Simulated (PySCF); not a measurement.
B(Me)2(SeH), SMILES CB(C)[SeH] at its B3LYP/def2-SVP optimised geometry (Å):

```
11

B      0.0339     0.0371     0.0000
C     -1.4634     0.5329     0.0302
H     -1.6379     1.2744    -0.7703
H     -1.6413     1.0735     0.9789
H     -2.2288    -0.2532    -0.0551
C      1.2327     1.0576    -0.0474
H      1.2534     1.5185    -1.0539
H      2.2288     0.6306     0.1403
H      1.0692     1.8928     0.6566
Se     0.3044    -1.8928     0.0000
H      1.7817    -1.8928     0.0000
```

Calculation: B3LYP/def2-TZVP (PySCF 2.14.0). Cells within 0.4 Å of a nucleus heavier than hydrogen are left out (blank, or x).

Map of the Laplacian of the electron density (e/bohr⁵), clipped to [-1.50, 1.50] on the plane z = 0.0 Å:

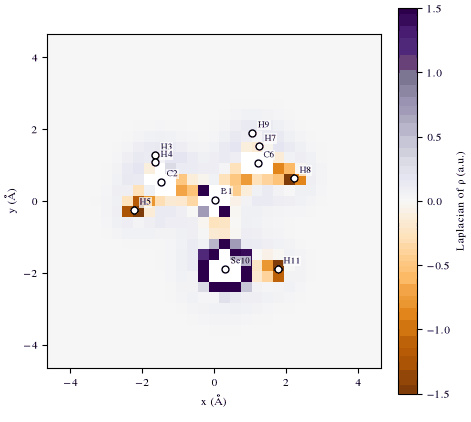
Figure. Laplacian of the electron density (e/bohr⁵), clipped to [-1.50, 1.50] on the plane z = 0.0 Å.
